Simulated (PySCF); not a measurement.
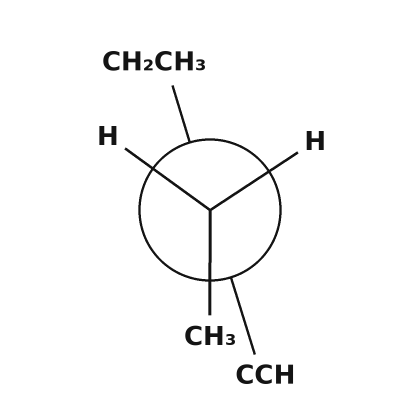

A Newman projection along the C–Al bond, carbon in front; angles are drawn as computed, but eclipsed bonds slightly apart. The geometry was computed by an optimisation with PBE0-D3(BJ)/def2-SVP. No frequency run is at hand to confirm it as a minimum.

Which molecule is it?

C6H11Al, C#[C][Al]([CH2]C)[CH2]C

What is the torsion angle from the front CH3 to the back CH2CH3? The sign is positive where the front bond must turn clockwise to cover the back bond.

163°, antiperiplanar (anti).
